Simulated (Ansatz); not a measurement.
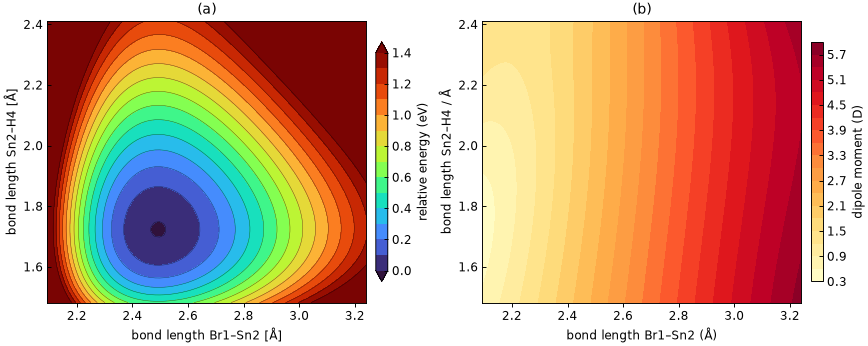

BrH₂Sn, SMILES [Br][SnH2], spin multiplicity 2. The first coordinate is: bond length Br1–Sn2; the second: bond length Sn2–H4. Nothing is relaxed (all other coordinates rigid). The grid has 15 × 15 points. Points are written as (first, second). Energies: eV, counted from the lowest grid point. Theory: UKS PBE0-D4/def2-TZVP (Ansatz 0.2.0).

Panel (a) is the energy and panel (b) the computed dipole moment on the same grid.

The picture shows filled contours, one colour for all values above the top of the scale. Between grid points the surface is interpolated.

> How does the dipole moment vary over the map, and what is it at the lowest grid point?

Leaving out the highest fifth of the energies, it runs from 0.73 D at (2.176 Å, 1.814 Å) to 5.76 D at (3.241 Å, 1.548 Å). At the lowest grid point, (2.504 Å, 1.748 Å), it is 2.31 D.

```
bond length Sn2–H4 ↓, bond length Br1–Sn2 →  2.094  2.176  2.258  2.340  2.422  2.504  2.585  2.667  2.749  2.831  2.913  2.995  3.077  3.159  3.241
                                      2.412   1.43   1.30   1.32   1.50   1.79   2.15   2.54   2.96   3.38   3.79   4.20   4.59   4.97   5.31   5.61
                                      2.346   1.37   1.27   1.31   1.50   1.80   2.16   2.54   2.95   3.36   3.77   4.16   4.55   4.90   5.23   5.51
                                      2.279   1.28   1.20   1.28   1.49   1.80   2.16   2.54   2.95   3.35   3.75   4.14   4.51   4.86   5.17   5.44
                                      2.213   1.17   1.12   1.23   1.47   1.79   2.16   2.55   2.95   3.35   3.74   4.13   4.49   4.83   5.14   5.40
                                      2.146   1.04   1.03   1.17   1.45   1.79   2.16   2.55   2.96   3.35   3.75   4.13   4.49   4.83   5.13   5.38
                                      2.080   0.91   0.93   1.13   1.43   1.79   2.17   2.57   2.97   3.37   3.76   4.14   4.50   4.83   5.13   5.39
                                      2.014   0.78   0.85   1.09   1.42   1.79   2.19   2.58   2.99   3.39   3.78   4.16   4.52   4.85   5.15   5.41
                                      1.947   0.66   0.79   1.07   1.42   1.81   2.21   2.61   3.01   3.41   3.80   4.18   4.54   4.88   5.19   5.45
                                      1.881   0.56   0.75   1.06   1.44   1.83   2.23   2.64   3.04   3.44   3.83   4.21   4.58   4.92   5.22   5.49
                                      1.814   0.48   0.73   1.08   1.46   1.86   2.27   2.67   3.08   3.48   3.87   4.25   4.61   4.96   5.27   5.54
                                      1.748   0.45   0.74   1.11   1.50   1.90   2.31   2.71   3.12   3.52   3.91   4.29   4.65   5.00   5.32   5.60
                                      1.681   0.46   0.78   1.15   1.54   1.95   2.35   2.75   3.16   3.56   3.95   4.33   4.69   5.04   5.37   5.65
                                      1.615   0.51   0.84   1.21   1.60   1.99   2.40   2.80   3.20   3.60   3.99   4.37   4.74   5.09   5.41   5.71
                                      1.548   0.58   0.91   1.27   1.65   2.05   2.45   2.84   3.24   3.64   4.03   4.41   4.78   5.13   5.46   5.76
                                      1.482   0.66   0.98   1.33   1.71   2.10   2.49   2.89   3.28   3.68   4.07   4.45   4.82   5.17   5.51   5.82
```
